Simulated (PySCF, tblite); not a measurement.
# C₃H₂N₂O₂: isotopologues and vibrational averages

Aim: rotational constants, zero-point energies and shieldings of isotopologues of C₃H₂N₂O₂ (`O=Cc1ncno1`).

Programs: PySCF 2.14.0 with density-fitted response routines of our own, and tblite 0.8.0. All values are computed, except where a source is named. Atoms count from 0 throughout.

## 1. The starting structure

9 atoms, charge 0, multiplicity 1; geometry from: force field or distance geometry start.

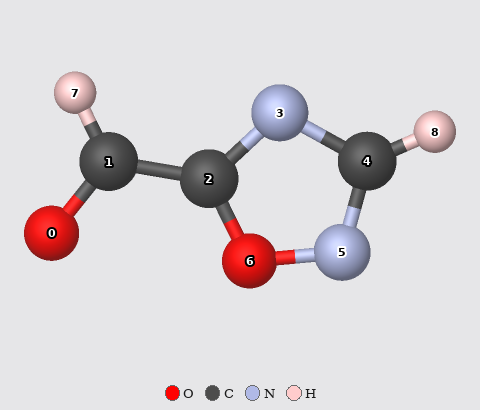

The starting geometry (oxygen red, carbon dark grey, nitrogen light blue, hydrogen pink), atoms numbered.

## 2. GFN2-xTB relaxation, lowest of a short conformer search

What the job is given:

```
{"job": {"xc": "GFN2-xTB", "basis": "xTB", "kind": "relax"}, "charge": 0, "multiplicity": 1}
O      2.376600    -0.274300    -1.348200
C      1.422800     0.553600    -0.990700
C      0.339200     0.041800    -0.183000
N     -0.754700     0.752100     0.276200
C     -1.587600    -0.156400     0.981200
N     -0.995400    -1.348100     0.789100
O      0.130100    -1.208600     0.112600
H      1.616200     1.602400    -1.203600
H     -2.492900     0.061500     1.465800
```

The run is started by

```bash
OMP_NUM_THREADS=1 python ens_run.py task.json out
```

One launch serves the whole session.

Log:

```text
step      E/eV     max force
  0    -579.73899    6.477
  1    -580.43194    5.718
  2    -580.63023    2.118
  3    -580.70693    0.867
  4    -580.75702    0.762
  5    -580.77446    0.483
  6    -580.79063    0.339
  7    -580.80057    0.322
  8    -580.80638    0.263
  9    -580.80837    0.139
 10    -580.81009    0.191
 11    -580.81242    0.215
 12    -580.81539    0.269
 13    -580.81874    0.227
 14    -580.82207    0.234
 15    -580.82463    0.216
 16    -580.82587    0.100
 17    -580.82621    0.042
 18    -580.82631    0.028
 19    -580.82637    0.026
 20    -580.82640    0.012
 21    -580.82640    0.007
 22    -580.82641    0.007
 23    -580.82641    0.007
 24    -580.82641    0.004
 25    -580.82641    0.001
```

Run time: 0.15 s. Hardware: 1 thread of Arm Neoverse N1, shared host.

The energy fell by 1.087 eV, and the atoms moved 0.12 Å (root mean square).

## 3. Tight optimisation and Hessian

What the job is given:

```
{"job": {"xc": "B3LYP", "basis": "pcSseg-1", "grid": 2, "temperatures": [100, 298.15], "kind": "geom"}, "charge": 0, "multiplicity": 1}
O      2.342203    -0.201631    -1.361321
C      1.458062     0.492173    -0.950810
C      0.296246     0.012304    -0.183955
N     -0.676552     0.760742     0.268076
C     -1.478584    -0.130103     0.888747
N     -1.029865    -1.353550     0.825081
O      0.116892    -1.275575     0.134293
H      1.414952     1.583957    -1.103877
H     -2.389108     0.135658     1.383050
```

Log:

```text
step   0  E = -10214.2838414 eV  max force = 1.24579
step   1  E = -10214.3455080 eV  max force = 0.17148
step   2  E = -10214.3469581 eV  max force = 0.03355
step   3  E = -10214.3470497 eV  max force = 0.00431
step   4  E = -10214.3470505 eV  max force = 0.00065
step   5  E = -10214.3470505 eV  max force = 0.00065
step   6  E = -10214.3470505 eV  max force = 0.00007
harmonic wavenumbers (cm-1): 120.9 205.2 268.7 506.4 659.8 706.9 757.8 920.6 925.2 982.2 1017.5 1026.0 1176.9 1261.1 1332.0 1383.5 1473.2 1596.7 1802.5 2966.4 3252.9
```

Wall time 16 min (1 thread of Arm Neoverse N1, shared host); peak memory 0.64 GiB.

## 4. Displacements along the modes, parent

What the job is given:

```
{"job": {"xc": "B3LYP", "basis": "pcSseg-1", "grid": 2, "temperatures": [100, 298.15], "kind": "vib", "mass_numbers": [16, 12, 12, 14, 12, 14, 16, 1, 1]}, "charge": 0, "multiplicity": 1}
O      2.335568    -0.225977    -1.352052
C      1.464411     0.502840    -0.956260
C      0.284691     0.031639    -0.180773
N     -0.680858     0.779821     0.267382
C     -1.481768    -0.137971     0.892140
N     -1.049765    -1.370099     0.839250
O      0.137551    -1.265642     0.119615
H      1.450410     1.597206    -1.127764
H     -2.405994     0.112159     1.397744
```

Log:

```text
mode    cm-1    km/mol   phi_rrr   E(+)/cm-1  E(-)/cm-1
  1    120.93     5.43      -0.6      24.89      24.94
  2    205.23     3.77      13.2      37.79      36.83
  3    268.74     6.75      -0.1      49.77      49.64
  4    506.36     2.05     -52.4      89.27      93.05
  5    659.80     8.40       0.0     118.74     118.81
  6    706.93    16.82      -0.1     127.32     127.34
  7    757.83    89.55     -55.8     134.48     138.51
  8    920.57     7.31     356.3     179.33     153.72
  9    925.16     8.90       0.3     170.06     170.17
 10    982.16    10.58      42.4     178.32     175.26
 11   1017.52     0.53      -0.0     184.52     184.60
 12   1026.02     3.63     108.7     188.63     180.81
 13   1176.86    27.74     157.5     217.86     206.58
 14   1261.06    59.22    -162.0     221.34     233.04
 15   1331.96    13.34     -26.3     238.91     240.80
 16   1383.54     3.73      28.4     250.47     248.47
 17   1473.21     6.78    -237.4     256.96     274.02
 18   1596.73    32.22    -228.3     279.59     296.03
 19   1802.50   178.02    -575.5     304.72     346.11
 20   2966.43    50.52   -1963.8     469.33     610.21
 21   3252.90     1.48   -1942.6     521.28     660.69
```

Wall time 16 min (1 thread of Arm Neoverse N1, shared host); peak memory 0.64 GiB.

## 5. Displacements along the modes, 15N at atom 3

Changed since step 4:

```diff
@@ -1,2 +1,2 @@
-{"job": {"xc": "B3LYP", "basis": "pcSseg-1", "grid": 2, "temperatures": [100, 298.15], "kind": "vib", "mass_numbers": [16, 12, 12, 14, 12, 14, 16, 1, 1]}, "charge": 0, "multiplicity": 1}
+{"job": {"xc": "B3LYP", "basis": "pcSseg-1", "grid": 2, "temperatures": [100, 298.15], "kind": "vib", "mass_numbers": [16, 12, 12, 15, 12, 14, 16, 1, 1]}, "charge": 0, "multiplicity": 1}
 O      2.335568    -0.225977    -1.352052
```

Log:

```text
mode    cm-1    km/mol   phi_rrr   E(+)/cm-1  E(-)/cm-1
  1    120.91     5.46       0.6      24.95      24.90
  2    204.72     3.76      13.2      37.70      36.74
  3    267.66     6.89       0.1      49.45      49.59
  4    503.61     2.03     -52.2      88.78      92.55
  5    658.55     9.80      -0.1     118.59     118.52
  6    700.26    14.73       0.1     126.14     126.12
  7    756.21    88.85      54.5     138.17     134.23
  8    920.10     6.67    -357.2     153.60     179.28
  9    924.62     9.22       0.2     170.00     170.11
 10    969.27    10.29      54.7     176.44     172.50
 11   1017.39     0.52      -0.0     184.50     184.59
 12   1018.64     4.47      94.4     186.77     179.99
 13   1168.15    29.05    -189.3     203.84     217.42
 14   1255.37    56.53     142.2     231.30     221.03
 15   1328.24    14.75      37.4     240.54     237.85
 16   1382.21     3.21     -27.0     248.27     250.16
 17   1471.63     7.79     227.1     273.35     257.02
 18   1584.69    30.83    -186.9     278.85     292.32
 19   1802.46   178.00    -575.7     304.70     346.11
 20   2966.43    50.52   -1963.8     469.33     610.21
 21   3252.90     1.48   -1942.7     521.28     660.69
```

Wall time 16 min (1 thread of Arm Neoverse N1, shared host); peak memory 0.64 GiB.

## 6. Vibrational averages by isotopologue

What the job is given:

```
{"job": {"xc": "B3LYP", "basis": "pcSseg-1", "grid": 2, "temperatures": [100, 298.15], "kind": "iso"}, "charge": 0, "multiplicity": 1}
O      2.335568    -0.225977    -1.352052
C      1.464411     0.502840    -0.956260
C      0.284691     0.031639    -0.180773
N     -0.680858     0.779821     0.267382
C     -1.481768    -0.137971     0.892140
N     -1.049765    -1.370099     0.839250
O      0.137551    -1.265642     0.119615
H      1.450410     1.597206    -1.127764
H     -2.405994     0.112159     1.397744
```

Log:

```text
parent
  Be/MHz 8857.206 2153.463 1732.289
  B0/MHz 8794.422 2139.1 1720.774
  ZPE/cm-1 12171.2
  <sigma>(0 K)/ppm -429.795 -5.805 -1.185 -50.486 10.301 -181.099 -131.037 21.058 22.545
15N at atom 3
  Be/MHz 8648.074 2148.58 1721.003
  B0/MHz 8587.342 2134.33 1709.62
  ZPE/cm-1 12137.0
  <sigma>(0 K)/ppm -429.798 -5.806 -1.163 -50.406 10.314 -181.109 -131.028 21.058 22.546
```

Wall time 47 min (1 thread of Arm Neoverse N1, shared host); peak memory 0.64 GiB. This counts the whole study up to here.

Rotational constants (MHz) at equilibrium and in the ground state:

| isotopologue | Be | B0 | zero-point change (cm⁻¹) |
| --- | --- | --- | --- |
| parent | 8857.2, 2153.5, 1732.3 | 8794.4, 2139.1, 1720.8 | 0.0 |
| 15N at atom 3 | 8648.1, 2148.6, 1721.0 | 8587.3, 2134.3, 1709.6 | -34.2 |

Shieldings of the first species (ppm): at equilibrium, the vibrational parts at 0 K, and the averages:

| atom | equilibrium | anharmonic | harmonic | 0 K | 100 K | 298.15 K |
| --- | --- | --- | --- | --- | --- | --- |
| O0 | -410.45 | 4.88 | -24.22 | -429.79 | -430.06 | -431.45 |
| C1 | -2.62 | 0.79 | -3.97 | -5.80 | -5.86 | -6.18 |
| C2 | 2.10 | -1.76 | -1.52 | -1.18 | -1.26 | -1.78 |
| N3 | -42.13 | -2.66 | -5.69 | -50.49 | -50.41 | -50.27 |
| C4 | 13.69 | -1.54 | -1.86 | 10.30 | 10.31 | 10.29 |
| N5 | -168.29 | -4.98 | -7.83 | -181.10 | -181.16 | -181.77 |
| O6 | -115.92 | -6.50 | -8.62 | -131.04 | -131.14 | -132.15 |
| H7 | 21.54 | -0.01 | -0.47 | 21.06 | 21.05 | 21.04 |
| H8 | 22.99 | -0.12 | -0.33 | 22.55 | 22.55 | 22.55 |

Isotope effects on the shieldings at 0 K (ppb; positive means more shielded):

| atom | 15N at atom 3 |
| --- | --- |
| O0 | -3 |
| C1 | -1 |
| C2 | 22 |
| N3 | 80 |
| C4 | 13 |
| N5 | -10 |
| O6 | 10 |
| H7 | 0 |
| H8 | 1 |

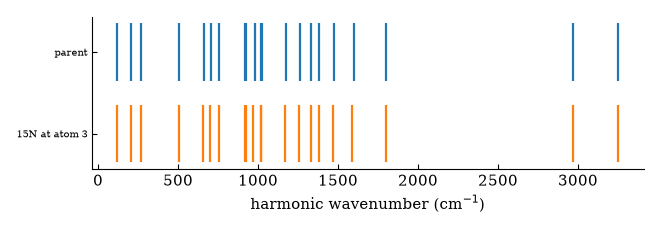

Harmonic wavenumbers of each isotopologue.

## 7. Outcome

| quantity | value |
| --- | --- |
| point group | Cs |
| B0 of the first species | 8794.4, 2139.1, 1720.8 MHz |
| zero-point energy | 12171 cm⁻¹ |
| zero-point change of σ(O0) | -19.34 ppm |

Zero-point motion changes the shielding of O0 most, by -19.34 ppm. The largest secondary isotope effect is 22 ppb on C2, 1 bond from the change (15N at atom 3). The job flags a low mode; perturbation theory is less sure for low modes. Internal rotors are held in one well.
